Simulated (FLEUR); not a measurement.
# Magnetic state of Fe2Ge from several starts

Aim: find out whether Fe2Ge carries moments, and which collinear order costs least.

Calculated with FLEUR MaX-R8.1; PBEsol; all-electron FLAPW, Dirac cores, scalar-relativistic bands.

## Step 1: The structure

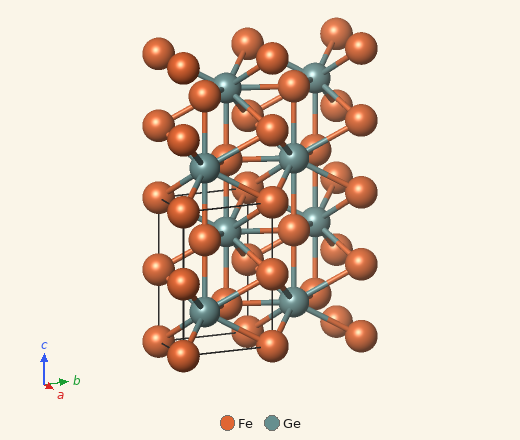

Start, viewed slightly off an axis; iron orange, germanium teal. 1×2×2 cells are drawn. Bonds to atoms that aren't drawn are left out. Some periodic images of atoms are drawn too.

Structure file:

```xyz
6
Lattice="4.1329 0.0000 0.0000 -2.0664 3.5792 0.0000 0.0000 0.0000 5.0088" Properties=species:S:1:pos:R:3 pbc="T T T"
Fe    0.0000    0.0000    0.0000
Fe    0.0000    0.0000    2.5044
Fe    2.0664    1.1931    3.7566
Fe    0.0000    2.3861    1.2522
Ge    2.0664    1.1931    1.2522
Ge    0.0000    2.3861    3.7566
```

The cell comes from a database of computed structures and need not be the stable phase.

## Step 2: Run 1 (ferro ++++)

The parallel start comes first: it shows whether parallel moments hold.

inpgen writes inp.xml from crystal.txt; cutoffs, mixing, functional, smearing and local orbitals are then set in the file. The k list default-1 (kpts.xml, not shown) is a Γ-centred 8×8×8 mesh; where the ranks do not divide the number of points, some are split in two of half the weight.

File inp.xml:

```
<?xml version="1.0" encoding="UTF-8" standalone="no"?>
<fleurInput fleurInputVersion="0.39">
   <comment>
      Fe2Ge
   </comment>
   <calculationSetup>
      <cutoffs Kmax="3.73" Gmax="11.2" GmaxXC="11.2" numbands="0"/>
      <scfLoop itmax="90" minDistance="0.00002" maxIterBroyd="15" imix="Anderson" alpha="0.05" precondParam="0.0" spinf="2.0" sdNocoIR="T"/>
      <coreElectrons ctail="T" frcor="F" kcrel="0" coretail_lmax="0"/>
      <xcFunctional name="PBEs" relativisticCorrections="F"/>
      <magnetism jspins="2"/>
      <soc l_soc="F" theta="0.0" phi="0.0" spav="F"/>
      <expertModes spex="0" secvar="F"/>
      <geometryOptimization l_f="F" forcealpha="1.0" forcemix="BFGS" epsdisp="0.00001" epsforce="0.00001"/>
      <ldaU l_linMix="F" mixParam="0.05" spinf="1.0"/>
   </calculationSetup>
   <cell>
      <bzIntegration valenceElectrons="92.0" mode="hist" fermiSmearingEnergy="0.00110248">
         <kPointListSelection listName="default-1"/>
         <xi:include xmlns:xi="http://www.w3.org/2001/XInclude" href="kpts.xml"> </xi:include>
      </bzIntegration>
      <xi:include xmlns:xi="http://www.w3.org/2001/XInclude" href="sym.xml"> </xi:include>
      <bulkLattice scale="1.0">
         <bravaisMatrix>
            <row-1>    7.8099888922488185    -0.0000000000188973     0.0000000000000000</row-1>
            <row-2>   -3.9049944461055119     6.7636487839557873     0.0000000000000000</row-2>
            <row-3>    0.0000000000000000     0.0000000000000000     9.4651695060424998</row-3>
         </bravaisMatrix>
      </bulkLattice>
   </cell>
   <atomSpecies>
      <species name="Iron (Fe) 2.800" element="Fe" atomicNumber="26">
         <mtSphere radius="2.2" gridPoints="727" logIncrement="0.017"/>
         <atomicCutoffs lmax="8" lnonsphr="6"/>
         <electronConfig flipSpins="F">
            <coreConfig>(1s1/2) (2s1/2) (2p1/2) (2p3/2)</coreConfig>
            <valenceConfig>(3s1/2) (3p1/2) (3p3/2) (4s1/2) (3d3/2) (3d5/2)</valenceConfig>
            <stateOccupation state="(3d3/2)" spinUp="1.4" spinDown="1.0"/>
            <stateOccupation state="(3d5/2)" spinUp="3.0" spinDown="0.6"/>
         </electronConfig>
         <energyParameters s="4" p="4" d="3" f="4"/>
         <lo type="SCLO" l="0" n="3" eDeriv="0"/>
         <lo type="SCLO" l="1" n="3" eDeriv="0"/>
      </species>
      <species name="Germanium (Ge)" element="Ge" atomicNumber="32">
         <mtSphere radius="2.2" gridPoints="727" logIncrement="0.017"/>
         <atomicCutoffs lmax="8" lnonsphr="6"/>
         <electronConfig flipSpins="F">
            <coreConfig>(1s1/2) (2s1/2) (2p1/2) (2p3/2) (3s1/2) (3p1/2) (3p3/2)</coreConfig>
            <valenceConfig>(4s1/2) (3d3/2) (3d5/2) (4p1/2) (4p3/2)</valenceConfig>
            <stateOccupation state="(4p1/2)" spinUp="0.333333" spinDown="0.333333"/>
            <stateOccupation state="(4p3/2)" spinUp="0.666667" spinDown="0.666667"/>
         </electronConfig>
         <energyParameters s="4" p="4" d="3" f="4"/>
      </species>
   </atomSpecies>
   <atomGroups>
      <atomGroup species="Iron (Fe) 2.800">
         <relPos label="                   1">.0000000000 .0000000000 .0000000000</relPos>
         <relPos label="                   2">.0000000000 .0000000000 1.000/2.000</relPos>
         <force calculate="T" relaxXYZ="TTT"/>
      </atomGroup>
      <atomGroup species="Iron (Fe) 2.800">
         <relPos label="                   3">-1.000/3.000 1.000/3.000 -1.000/4.000</relPos>
         <relPos label="                   4">1.000/3.000 -1.000/3.000 1.000/4.000</relPos>
         <force calculate="T" relaxXYZ="TTT"/>
      </atomGroup>
      <atomGroup species="Germanium (Ge)">
         <relPos label="                   5">-1.000/3.000 1.000/3.000 1.000/4.000</relPos>
         <relPos label="                   6">1.000/3.000 -1.000/3.000 -1.000/4.000</relPos>
         <force calculate="T" relaxXYZ="TTT"/>
      </atomGroup>
   </atomGroups>
   <output dos="F" band="F" slice="F">
      <bandDOS minEnergy="-.5*Htr" maxEnergy="0.5*Htr" sigma="0.015" storeEVData="T"/>
      <plotting iplot="0" polar="F">
         <plot TwoD="T" vec1="  1.0  0.0  0.0" vec2="  0.0  1.0  0.0" vec3="  0.0  0.0  1.0" zero="  0.0  0.0  0.0" file="plot"/>
      </plotting>
      <moessbauerParams electricFieldGradient="F" isomerShift="F" coreHyperfine="F" valenceHyperfine="F"/>
   </output>
</fleurInput>
```

File crystal.txt:

```
Fe2Ge
&input film=F cartesian=F /
4.13286813924  -0.00000000001  0.00000000000
-2.06643406961  3.57916879907  0.00000000000
0.00000000000  0.00000000000  5.00875200000
1.8897261246
1.0 1.0 1.0

6
26 0.00000000000  0.00000000000  0.00000000000 : 2.800
26 0.00000000000  0.00000000000  0.50000000000 : 2.800
26 0.66666666667  0.33333333333  0.75000000000 : 2.800
26 0.33333333333  0.66666666667  0.25000000000 : 2.800
32 0.66666666667  0.33333333333  0.25000000000
32 0.33333333333  0.66666666667  0.75000000000

&kpt div1=8 div2=8 div3=8 gamma=T /
```

Command:

```sh
> OMP_NUM_THREADS=1 inpgen -f crystal.txt > inpgen.log  # inp.xml is then edited as shown
> OMP_NUM_THREADS=1 mpirun -n 4 fleur_MPI > fleur.log
```

The log of the run:

```text
Welcome to FLEUR        (www.flapw.de)
      MaX-Release 8.1          (www.max-centre.eu)

 ========== k-point set info ==========
 Selected k-point list: default-1
 k-point list type: mesh
 0 x 0 x 0
 Number of k points: 52

 ------------Calculation Setup---------------------------
 Number of MPI-tasks      :            4
 Number of PE/node        :            4
 Number of OMP-threads    :            1
 k-points in parallel     :            4
 pe's per k-point         :            1
 No of k-point loops      :           13
 Eigenvalue solver        :       lapack
 Number of basis functions:          483
 Approximate size of matrices (H+S) per k-point:         0.003 GB
 --------------------------------------------------------
 Iteration:     1   Distance:      14.79195951 me/bohr^3
 Iteration:     2   Distance:      12.25786708 me/bohr^3
 Iteration:     3   Distance:      11.61944390 me/bohr^3
 Iteration:     4   Distance:       8.74192696 me/bohr^3
 Iteration:     5   Distance:       4.84002775 me/bohr^3
 Iteration:     6   Distance:       4.28372191 me/bohr^3
 Iteration:     7   Distance:       2.52529656 me/bohr^3
 Iteration:     8   Distance:       2.51077381 me/bohr^3
 Iteration:     9   Distance:       1.69158337 me/bohr^3
 Iteration:    10   Distance:       2.71300563 me/bohr^3
[... 15 iterations left out ...]
 Iteration:    26   Distance:       0.00299897 me/bohr^3
 Iteration:    27   Distance:       0.00061075 me/bohr^3
 Iteration:    28   Distance:       0.00027237 me/bohr^3
 Iteration:    29   Distance:       0.00021335 me/bohr^3
 Iteration:    30   Distance:       0.00022328 me/bohr^3
 Iteration:    31   Distance:       0.00021726 me/bohr^3
 Iteration:    32   Distance:       0.00010538 me/bohr^3
 Iteration:    33   Distance:       0.00005564 me/bohr^3
 Iteration:    34   Distance:       0.00002893 me/bohr^3
 Iteration:    35   Distance:       0.00000995 me/bohr^3

 ********************************************************************
 Run finished successfully
 Stop message:
   all done
 ********************************************************************

--- out.xml (last complete iteration) ---
<iteration numberForCurrentRun="   35" overallNumber="   35">
         [... left out ...]
         <bandgap value="0.0035613032" units="eV"/>
         <sumValenceSingleParticleEnergies value="-58.5843482070" units="Htr"/>
         <FermiEnergy value="0.4012916013" units="Htr"/>
         <valenceDensity>
            <mtCharges spin="1">
               <mtCharge atomType="1" total="8.5041196" s="1.1377764" p="3.1376228" d="4.2187428" f="0.0082205"/>
               <mtCharge atomType="2" total="8.1362777" s="1.1483964" p="3.1398684" d="3.8385735" f="0.0077099"/>
               <mtCharge atomType="3" total="6.0453408" s="0.4951611" p="0.5366053" d="4.9978802" f="0.0123493"/>
            </mtCharges>
            <mtCharges spin="2">
               <mtCharge atomType="1" total="6.0743492" s="1.1347072" p="3.1336019" d="1.7972102" f="0.0075304"/>
               <mtCharge atomType="2" total="6.6342109" s="1.1397113" p="3.1391319" d="2.3461022" f="0.0079208"/>
               <mtCharge atomType="3" total="6.1145171" s="0.4997195" p="0.6079453" d="4.9942837" f="0.0103033"/>
            </mtCharges>
            <spinDependentCharge spin="1" total="49.8328509" interstitial="4.4613749" mtSpheres="45.3714760"/>
            <spinDependentCharge spin="2" total="42.1671491" interstitial="4.5209946" mtSpheres="37.6461545"/>
            <totalCharge value="92.0000000000"/>
         </valenceDensity>
         [... left out ...]
         <allElectronCharges>
            <spinDependentCharge spin="1" total="87.8328509" interstitial="4.4623902" mtSpheres="83.3704607"/>
            <spinDependentCharge spin="2" total="80.1671491" interstitial="4.5220159" mtSpheres="75.6451331"/>
            <totalCharge value="167.9999999780"/>
         </allElectronCharges>
         <magneticMomentsInMTSpheres units="muBohr">
            <globalMagMoment atomType="1" vec="0.00000   0.00000   2.42977"/>
            <localMagMoment atomType="1" vec="0.00000   0.00000   2.42977"/>
            <globalMagMoment atomType="2" vec="0.00000   0.00000   1.50207"/>
            <localMagMoment atomType="2" vec="0.00000   0.00000   1.50207"/>
            <globalMagMoment atomType="3" vec="0.00000   0.00000  -0.06917"/>
            <localMagMoment atomType="3" vec="0.00000   0.00000  -0.06917"/>
         </magneticMomentsInMTSpheres>
         <moessbauerParams unitsHFF="kG" unitsIS="e/bohr^3" unitsEFG="Htr/bohr^2">
         </moessbauerParams>
         <totalEnergy value="    -9281.6871039190" units="Htr">
            <sumOfEigenvalues value="    -5338.0637747367">
               <coreElectrons value="-5279.4794265298"/>
               <valenceElectrons value="-58.5843482070"/>
            </sumOfEigenvalues>
            <densityCoulombPotentialIntegral value="-14284.3502053103"/>
            <densityEffectivePotentialIntegral value="-14776.6130377789"/>
            <chargeDenXCDenIntegral value="-375.6084461645"/>
            <FockExchangeEnergyValence value="0.0000000000"/>
            <FockExchangeEnergyCore value="0.0000000000"/>
            <atomTypeDependentContributions atomType="1">
               <electronNucleiInteractionDifferentMTs value="3034.9688439928"/>
               <MadelungTerm value="-25.4532115230"/>
            </atomTypeDependentContributions>
            <atomTypeDependentContributions atomType="2">
               <electronNucleiInteractionDifferentMTs value="3037.9375956212"/>
               <MadelungTerm value="-22.8993303317"/>
            </atomTypeDependentContributions>
            <atomTypeDependentContributions atomType="3">
               <electronNucleiInteractionDifferentMTs value="5045.6585755256"/>
               <MadelungTerm value="-35.5352611471"/>
            </atomTypeDependentContributions>
            <tkbTimesEntropy value="0.0006234419"/>
            <freeEnergy value="-9281.6877273609"/>
            <extrapolationTo0K value="-9281.6874156400"/>
         </totalEnergy>
         <densityConvergence units="me/bohr^3">
            <chargeDensity spin="1" distance="0.0000051185"/>
            <chargeDensity spin="2" distance="0.0000060715"/>
            <overallChargeDensity distance="0.0000052145"/>
            <spinDensity distance="0.0000099465"/>
         </densityConvergence>
      </iteration>
```

Elapsed: 1.7 min, on 4 MPI ranks of Arm Neoverse V1, shared host; peak memory 0.3 GiB; 7 min of CPU time.

Spin moment in the muffin-tin sphere by atom:

```
atom  spin moment in the muffin-tin sphere (μB)
 Fe1                                       2.43
 Fe2                                       2.43
 Fe3                                       1.50
 Fe4                                       1.50
 Ge5                                      -0.07
 Ge6                                      -0.07
```

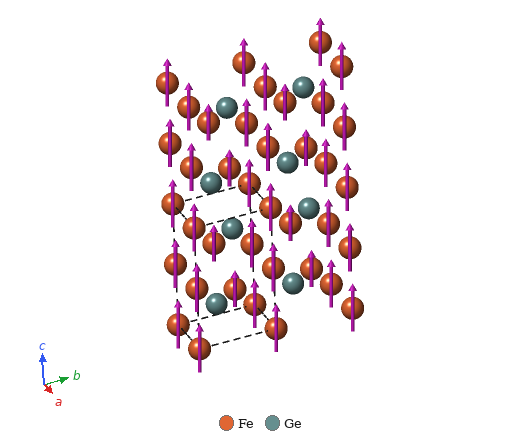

Spin moment in the muffin-tin sphere as arrows, the longest 2.43 μB. Up and down stand for the sign. Arrows give size and sign along the axis of quantisation, drawn up and down the page. 1×2×2 cells are drawn. Some periodic images of atoms are drawn too.

This step gave:

```yaml
free_energy: -252567.5898 eV
program_s_band_gap_on_this_mesh_in_a_metal_only_a_level_spacing: 0.003561 eV
magnetization: 7.666 μB
final_state: ferromagnetic, with opposed induced moments
```

After 35 cycles the largest moment stands at 2.43 μB.

## Step 3: Start 2: antiferro ++--

An opposed order shows whether neighbours prefer unlike signs.

Changes to inp.xml since step 2:

```diff
@@ -44,2 +44,15 @@
       </species>
+      <species name="Iron (Fe) -2.800" element="Fe" atomicNumber="26">
+         <mtSphere radius="2.2" gridPoints="727" logIncrement="0.017"/>
+         <atomicCutoffs lmax="8" lnonsphr="6"/>
+         <electronConfig flipSpins="F">
+            <coreConfig>(1s1/2) (2s1/2) (2p1/2) (2p3/2)</coreConfig>
+            <valenceConfig>(3s1/2) (3p1/2) (3p3/2) (4s1/2) (3d3/2) (3d5/2)</valenceConfig>
+            <stateOccupation state="(3d3/2)" spinUp="1.0" spinDown="1.4"/>
+            <stateOccupation state="(3d5/2)" spinUp="0.6" spinDown="3.0"/>
+         </electronConfig>
+         <energyParameters s="4" p="4" d="3" f="4"/>
+         <lo type="SCLO" l="0" n="3" eDeriv="0"/>
+         <lo type="SCLO" l="1" n="3" eDeriv="0"/>
+      </species>
       <species name="Germanium (Ge)" element="Ge" atomicNumber="32">
@@ -62,3 +75,3 @@
       </atomGroup>
-      <atomGroup species="Iron (Fe) 2.800">
+      <atomGroup species="Iron (Fe) -2.800">
          <relPos label="                   3">-1.000/3.000 1.000/3.000 -1.000/4.000</relPos>
```

Changes to crystal.txt since step 2:

```diff
@@ -11,4 +11,4 @@
 26 0.00000000000  0.00000000000  0.50000000000 : 2.800
-26 0.66666666667  0.33333333333  0.75000000000 : 2.800
-26 0.33333333333  0.66666666667  0.25000000000 : 2.800
+26 0.66666666667  0.33333333333  0.75000000000 : -2.800
+26 0.33333333333  0.66666666667  0.25000000000 : -2.800
 32 0.66666666667  0.33333333333  0.25000000000
```

The log of the run:

```text
[banner, memory and clock lines left out]
Welcome to FLEUR        (www.flapw.de)
      MaX-Release 8.1          (www.max-centre.eu)

 ========== k-point set info ==========
 Selected k-point list: default-1
 k-point list type: mesh
 0 x 0 x 0
 Number of k points: 52

 [... set-up left out ...]
 Iteration:     1   Distance:      18.74194726 me/bohr^3
 Iteration:     2   Distance:      14.96923571 me/bohr^3
 Iteration:     3   Distance:      15.52523117 me/bohr^3
 Iteration:     4   Distance:      11.99078248 me/bohr^3
 Iteration:     5   Distance:       8.48103807 me/bohr^3
 Iteration:     6   Distance:       7.56990963 me/bohr^3
 Iteration:     7   Distance:       5.18613812 me/bohr^3
 Iteration:     8   Distance:       5.03892771 me/bohr^3
[... lines left out ...]
[... 70 iterations left out ...]
[... lines left out ...]
 Iteration:    85   Distance:       4.95635226 me/bohr^3
 Iteration:    86   Distance:       4.64206669 me/bohr^3
 Iteration:    87   Distance:       4.62897331 me/bohr^3
 Iteration:    88   Distance:       3.54709938 me/bohr^3
 Iteration:    89   Distance:       3.26843845 me/bohr^3
 Iteration:    90   Distance:       3.48824254 me/bohr^3

 ********************************************************************
 Run finished successfully
 Stop message:
   all done
 ********************************************************************

--- out.xml (last complete iteration) ---
<iteration numberForCurrentRun="   90" overallNumber="   90">
         [... left out ...]
         <bandgap value="0.0051973350" units="eV"/>
         <sumValenceSingleParticleEnergies value="-58.6362767940" units="Htr"/>
         <FermiEnergy value="0.3978844653" units="Htr"/>
         [... left out ...]
         <magneticMomentsInMTSpheres units="muBohr">
            <globalMagMoment atomType="1" vec="0.00000   0.00000   2.48809"/>
            <globalMagMoment atomType="2" vec="0.00000   0.00000   0.86576"/>
            <globalMagMoment atomType="3" vec="0.00000   0.00000  -0.04860"/>
         </magneticMomentsInMTSpheres>
         [... left out ...]
         <totalEnergy value="    -9281.6839813786" units="Htr">
            <sumOfEigenvalues value="    -5338.2173284747">
               <coreElectrons value="-5279.5810516808"/>
               <valenceElectrons value="-58.6362767940"/>
            </sumOfEigenvalues>
         [... left out ...]
            <freeEnergy value="-9281.6845042083"/>
            <extrapolationTo0K value="-9281.6842427935"/>
         </totalEnergy>
         <densityConvergence units="me/bohr^3">
            <chargeDensity spin="1" distance="2.2451225988"/>
            <chargeDensity spin="2" distance="1.3328646781"/>
            <overallChargeDensity distance="1.2109382425"/>
            <spinDensity distance="3.4882425432"/>
         </densityConvergence>
      </iteration>
```

It took 4.5 min on 4 MPI ranks; peak memory 0.3 GiB.

The run stopped without converging, so none of its numbers is a property of the system.

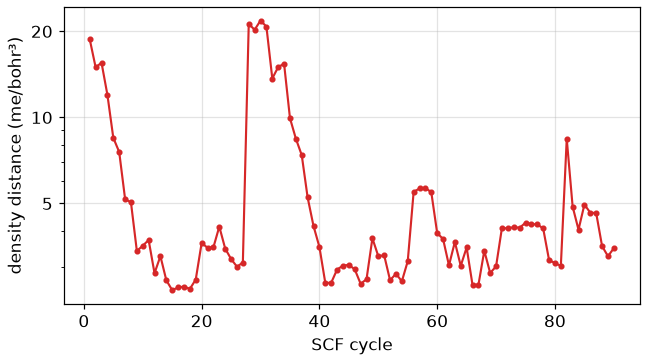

Distance of input and output densities by cycle.

After 90 cycles the density distance stands at 3.5 me/bohr³, above the threshold of 2e-05.

(Continued in part 2 of 2.)

[Logs and program files are shortened in this print: banners, set-up blocks, solver, clock and traceback lines can be left out without a mark of their own.]

[Logs are printed without paths, hosts, clocks, repeated set-up lines and the standing remarks that a program may print on its own settings, such as how far it seeks lower states.]

[Hosts, paths, dates, database ids (printed as entryN), source tags and the programs' standing remarks are cut or masked in the printed files.]

[Where a cell is said to come from a database of computed structures, the database is the Materials Project.]
